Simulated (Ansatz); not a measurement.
The calculation's input:

```
crystal:
  periodic: [false, false, false]
  atoms:
    - {symbol: Ge, position_ang: [0.423561, 0.570950, 0.284533]}
    - {symbol: H, position_ang: [0.425937, 0.575249, 1.845708]}
    - {symbol: H, position_ang: [1.894094, 0.524356, -0.237564]}
    - {symbol: C, position_ang: [-0.597006, 2.052164, -0.469915]}
    - {symbol: H, position_ang: [-0.157326, 3.020873, -0.161720]}
    - {symbol: H, position_ang: [-1.644455, 2.004120, -0.115472]}
    - {symbol: H, position_ang: [-0.589811, 1.989665, -1.574929]}
    - {symbol: O, position_ang: [-0.434078, -0.916063, -0.283748]}
    - {symbol: C, position_ang: [0.070709, -2.175166, 0.101816]}
    - {symbol: H, position_ang: [1.112503, -2.358276, -0.260572]}
    - {symbol: H, position_ang: [-0.577309, -2.963465, -0.338036]}
    - {symbol: H, position_ang: [0.073182, -2.324396, 1.209910]}
basis:
  gaussian: {orbitals: def2-TZVP, initial_orbitals: start.molden}
hamiltonian: {xc: pbe0, dispersion: d4}
scf: {omitted_lower_state_checks: [starts]}
output: {orbitals: {seedname: orbitals}}
```

Launched as:

```sh
ansatz run in.yaml --threads 4 --pin off --events-out ev --progress --plain --max-ram 3916MiB
```

Geometry: PBE-D4/def2-SVP.

Level of theory: RKS PBE0-D4/def2-TZVP (Ansatz).

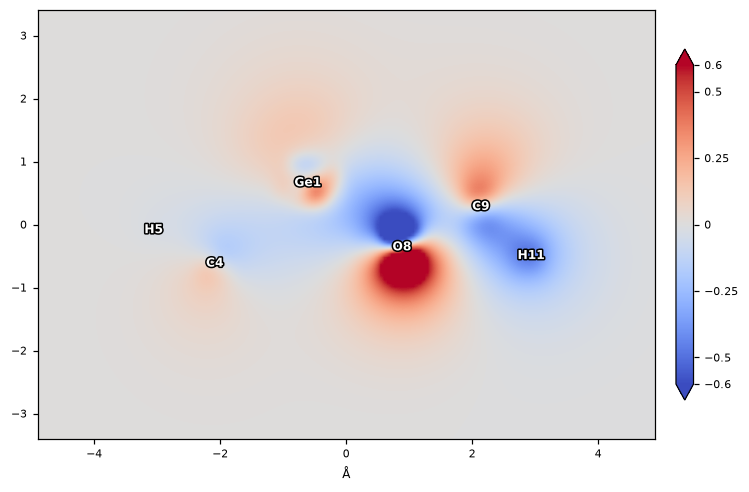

C2H8GeO. The HOMO−1 on the plane of atoms C4, Ge1 and O8 (values in Å⁻³ᐟ²; the overall sign is arbitrary).

**Describe this orbital and give its energy.**

It lies mainly on O8 (about 50 %), C9 (about 15 %), Ge1 (about 10 %) and H11 (about 10 %). Its energy is −8.36 eV.
